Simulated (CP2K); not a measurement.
**BSi2N2H9 (SMILES BN[SiH2][SiH2]N) at PM3**

Aim: the vertical ionisation energy of BSi2N2H9 at PM3, from 2 runs. 

Program for the calculation: CP2K 2026.2.

1 further run of the same task is left out (set aside as unsound or not needed).

## 1. The system as given

BSi2N2H9 has 14 atoms, charge 0, and is taken as a singlet. SMILES: `BN[SiH2][SiH2]N`. The coordinates come from a GFN2-xTB relaxation. This is one conformer, not always the lowest.

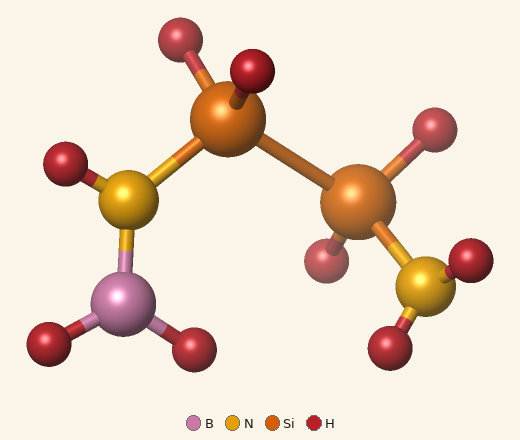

The structure, seen from a chosen angle (boron pink, nitrogen amber, silicon orange, hydrogen red).

## 2. Energy and gradient at PM3

Input file run.inp:

```
&FORCE_EVAL
    METHOD Quickstep
    &DFT
        # Quickstep
        &QS
            METHOD PM3
            EPS_DEFAULT 1.0E-10
            &SE
                &COULOMB
                    CUTOFF [angstrom] 50
                    RC_RANGE [angstrom] 0
                &END
                &EXCHANGE
                    CUTOFF [angstrom] 50
                    RC_RANGE [angstrom] 0
                &END
            &END
        &END
        # cluster boundary conditions
        &POISSON
            PERIODIC NONE
            POISSON_SOLVER ANALYTIC
        &END
        # SCF settings
        &SCF
            SCF_GUESS ATOMIC
            EPS_SCF 1.0E-07
            MAX_SCF 30
            &OT
                MINIMIZER DIIS
                PRECONDITIONER FULL_ALL
            &END
            &OUTER_SCF
                EPS_SCF 1.0E-07
                MAX_SCF 8
            &END
        &END
        &PRINT
            &MOMENTS
                PERIODIC F
                REFERENCE COM
                MAX_MOMENT 1
            &END
            &MO_CUBES
                NLUMO 1
                NHOMO -1
                WRITE_CUBE F
            &END
            &HIRSHFELD OFF
            &END
        &END
    &END
    # structure
    &SUBSYS
        &CELL
            ABC 20.8 20.7 20.5
            PERIODIC NONE
        &END
        &COORD
            UNIT bohr
            B     -0.8279835     2.6229399     3.0823512
            N     -1.9046928     2.7954908     0.6954759
            Si    -1.5577201     0.8751133    -1.9899761
            Si     0.4059699    -2.9112365    -1.0330566
            N      3.5625873    -2.7915790    -0.2013314
            H      0.5398570     0.9335247     3.5153630
            H     -1.2832374     4.1521818     4.6227047
            H     -3.0681215     4.2814958     0.4134532
            H     -4.1582101     0.6372156    -2.9645457
            H     -0.2313592     2.5055123    -3.8355015
            H     -0.7724067    -4.2653575     1.0803375
            H      0.4171192    -4.5608918    -3.2680168
            H      4.0239072    -1.9011968     1.4182961
            H      4.8543096    -2.3732315    -1.5355348
        &END
        &TOPOLOGY
            &CENTER_COORDINATES
            &END
        &END
    &END
    &PRINT
        &FORCES ON
        &END
    &END
&END
&GLOBAL
    PROJECT run
    RUN_TYPE ENERGY_FORCE
    PRINT_LEVEL MEDIUM
&END
```

Launch:

```
OMP_NUM_THREADS=1 cp2k.psmp -i run.inp > run.out 2>&1
```

The program printed:

```text
CP2K| version string:                                       CP2K version 2026.2
[...]
 GLOBAL| Method name                                                        CP2K
[...]
 GLOBAL| Run type                                                   ENERGY_FORCE
[...]
                             - Atoms:                                         14
[...]
                             - Spherical basis functions:                     29
[...]
 Number of electrons:                                                         30
[...]
     1 OT DIIS     0.15E+00    0.0     0.27066071       -19.4970762403 -1.95E+01
[...]
    12 OT DIIS     0.15E+00    0.0     0.00000006       -24.5125611665 -3.50E-12
  *** SCF run converged in    12 steps ***
  Core-core repulsion energy [eV]:                           1826.53034272212130
  Core Hamiltonian energy [eV]:                              -985.10266833417131
  Two-electron integral energy [eV]:                        -3016.89677119646740
  Electronic energy [eV]:                                   -2493.55105393240501
  Total energy [eV]:                                         -667.02071121028382
  Atomic reference energy [eV]:                               665.99317345355632
  Heat of formation [kcal/mol]:                               -23.69558546549537
[...]
 SE_DIPOLE| Moment [Debye]         -0.30655059      -0.24673615       1.25423481
 SE_DIPOLE| Derivative [a.u.]       0.00000000       0.00000000       0.00000000
 *** WARNING in qs_scf_post_se.F:140 :: Printing of MO cube files not ***
 *** implemented for Semi-Empirical method.                           ***
 ENERGY| Total FORCE_EVAL ( QS ) energy [hartree]            -24.512561166549474
 FORCES| Atomic forces [hartree/bohr]
 FORCES|   Atom     x               y               z               |f|
 FORCES|      1 -5.20605752E-03 -1.00672113E-03 -1.46044172E-02   1.55372303E-02
 FORCES|      2 -1.34168509E-02  2.22505123E-02  7.24289320E-03   2.69732588E-02
 FORCES|      3 -6.64142286E-03  9.66086992E-03 -3.77572220E-03   1.23165329E-02
 FORCES|      4 -3.47094359E-03 -1.79545279E-02 -4.21212459E-03   1.87657804E-02
 FORCES|      5  3.89717224E-02  9.59139361E-03  1.05310323E-02   4.14932840E-02
 FORCES|      6  7.35818100E-03 -6.85916439E-03  4.99073466E-03   1.12293542E-02
 FORCES|      7  7.53248801E-05  4.87067957E-03  8.80861003E-03   1.00658236E-02
 FORCES|      8  7.38891788E-03 -6.22752602E-03  7.76582867E-03   1.23970272E-02
 FORCES|      9 -5.41297404E-03 -5.17561193E-03 -5.59753458E-03   9.34984707E-03
 FORCES|     10  5.32246218E-03 -1.32814519E-03 -6.65666017E-03   8.62575782E-03
 FORCES|     11 -1.08845502E-02 -9.51909451E-04  5.30111241E-03   1.21441903E-02
 FORCES|     12 -6.50560099E-03 -3.42629964E-03 -8.76544553E-03   1.14409531E-02
 FORCES|     13 -1.54833781E-03 -3.05404946E-03 -6.52856237E-03   7.37202107E-03
[...]
```

It took 0.58 s on 1 thread of Arm Neoverse V1, shared host.

## 3. The doublet cation

Input file mol.inp:

```
&GLOBAL
  PROJECT_NAME mol
  RUN_TYPE ENERGY_FORCE
  PRINT_LEVEL MEDIUM
&END GLOBAL
&FORCE_EVAL
  METHOD QUICKSTEP
  &DFT
    CHARGE 1
    MULTIPLICITY 2
    UKS T
    # Quickstep
    &QS
      METHOD PM3
      EPS_DEFAULT 1.0E-10
      &SE
        &COULOMB
          CUTOFF [angstrom] 50
          RC_RANGE [angstrom] 0
        &END COULOMB
        &EXCHANGE
          CUTOFF [angstrom] 50
          RC_RANGE [angstrom] 0
        &END EXCHANGE
      &END SE
    &END QS
    &POISSON
      PERIODIC NONE
      POISSON_SOLVER ANALYTIC
    &END POISSON
    &SCF
      SCF_GUESS ATOMIC
      EPS_SCF 1.0E-07
      MAX_SCF 40
      &OT ON
        MINIMIZER DIIS
        PRECONDITIONER FULL_SINGLE_INVERSE
      &END OT
      &OUTER_SCF
        EPS_SCF 1.0E-07
        MAX_SCF 5
      &END OUTER_SCF
    &END SCF
    # extra output
    &PRINT
      &MOMENTS
        PERIODIC F
        REFERENCE COM
        MAX_MOMENT 1
      &END MOMENTS
      &MO_CUBES
        NLUMO 5
        NHOMO -1
        WRITE_CUBE F
      &END MO_CUBES
      &HIRSHFELD OFF
      &END HIRSHFELD
    &END PRINT
  &END DFT
  &SUBSYS
    # vacuum box
    &CELL
      ABC [angstrom] 20.8 20.7 20.5
      PERIODIC NONE
    &END CELL
    &COORD
      UNIT bohr
      B     -0.8279835     2.6229399     3.0823512
      N     -1.9046928     2.7954908     0.6954759
      Si    -1.5577201     0.8751133    -1.9899761
      Si     0.4059699    -2.9112365    -1.0330566
      N      3.5625873    -2.7915790    -0.2013314
      H      0.5398570     0.9335247     3.5153630
      H     -1.2832374     4.1521818     4.6227047
      H     -3.0681215     4.2814958     0.4134532
      H     -4.1582101     0.6372156    -2.9645457
      H     -0.2313592     2.5055123    -3.8355015
      H     -0.7724067    -4.2653575     1.0803375
      H      0.4171192    -4.5608918    -3.2680168
      H      4.0239072    -1.9011968     1.4182961
      H      4.8543096    -2.3732315    -1.5355348
    &END COORD
    &TOPOLOGY
      &CENTER_COORDINATES
      &END CENTER_COORDINATES
    &END TOPOLOGY
  &END SUBSYS
  # extra output
  &PRINT
    &FORCES ON
    &END FORCES
  &END PRINT
&END FORCE_EVAL
```

Launch:

```
OMP_NUM_THREADS=1 cp2k.psmp -i mol.inp > mol.out 2>&1
```

The program printed, shortened:

```text
CP2K| version string:                                       CP2K version 2026.2
[...]
 GLOBAL| Method name                                                        CP2K
[...]
 GLOBAL| Run type                                                   ENERGY_FORCE
[...]
                             - Atoms:                                         14
[...]
                             - Spherical basis functions:                     29
[...]
 Number of electrons:                                                         15
[...]
     1 OT DIIS     0.80E-01    0.0     0.12064164       -19.2187731483 -1.92E+01
[...]
    34 OT DIIS     0.80E-01    0.0     0.00000010       -24.1990011874 -5.01E-11
  *** SCF run converged in    34 steps ***
  Core-core repulsion energy [eV]:                           1826.53034272212130
  Core Hamiltonian energy [eV]:                              -955.50724990298340
  Two-electron integral energy [eV]:                        -3059.02280614912161
  Electronic energy [eV]:                                   -2485.01865297754421
  Total energy [eV]:                                         -658.48831025542302
  Atomic reference energy [eV]:                               665.99317345355632
  Heat of formation [kcal/mol]:                               173.06627046441926
[...]
 SE_DIPOLE| Moment [Debye]          1.47183307      -4.78824752      -1.05686734
 SE_DIPOLE| Derivative [a.u.]       0.00000000       0.00000000       0.00000000
 *** WARNING in qs_scf_post_se.F:140 :: Printing of MO cube files not ***
 *** implemented for Semi-Empirical method.                           ***
 ENERGY| Total FORCE_EVAL ( QS ) energy [hartree]            -24.199001187401414
[...]
```

Run time: 2.5 s. Hardware: 1 thread of Arm Neoverse V1, shared host.

## 4. Outcome

At PM3:

```
                                                   quantity           value
                             singlet BSi2N2H9: total energy    -24.51256 Eh
                            singlet BSi2N2H9: dipole moment          1.31 D
singlet BSi2N2H9: heat of formation at this unrelaxed shape  -23.7 kcal/mol
                 singlet BSi2N2H9: largest force on an atom      2.134 eV/Å
                               doublet cation: total energy    -24.19900 Eh
  doublet cation: heat of formation at this unrelaxed shape  173.1 kcal/mol
                   doublet cation: largest force on an atom      5.106 eV/Å
         vertical ionisation energy (to the doublet cation)        8.532 eV
```

What this shows: Removing an electron at fixed nuclei costs 8.53 eV (197 kcal/mol). The largest force (singlet BSi2N2H9) is 2.13 eV/Å: the shape isn't a stationary point for this species at this level.
